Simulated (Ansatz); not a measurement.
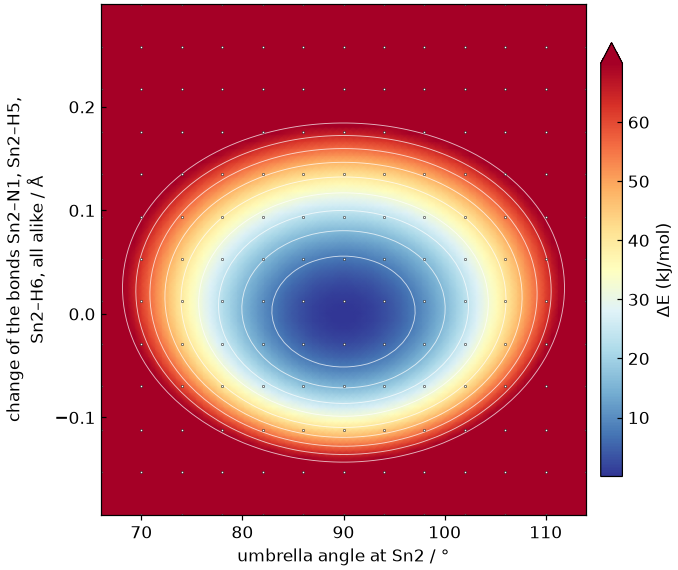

H4NSn, SMILES [NH2][SnH2+], charge +1. 
- First axis: umbrella angle at Sn2 (between each of its bonds and their common axis; 90 is planar). Second axis: change of the bonds Sn2–N1, Sn2–H5, Sn2–H6, all alike.
- Nothing is relaxed (all other coordinates rigid).
- The grid has 13 × 13 points; 91 points were computed and 78 follow by symmetry.
- Points are written as (first, second).
- Energies are in kJ/mol, from the relaxed molecule at the same level.
- Level of theory: RKS r2SCAN-D4/def2-TZVP in Ansatz.

In the figure: a smooth colour map with a few white contour lines, dots at the grid points, one colour for all values above the top of the scale. Between grid points the surface is interpolated.

**Estimate the position of the minimum and the force constants in these coordinates.**

The interpolated minimum is at the first coordinate ≈ 90.0°, the second coordinate ≈ 0.000 Å. The curvatures there are about 11 eV/rad² and 58 eV/Å², with a cross term of about 0 eV/(rad·Å). Round the minimum the two coordinates are nearly uncoupled. (1 eV is 96.5 kJ/mol.)
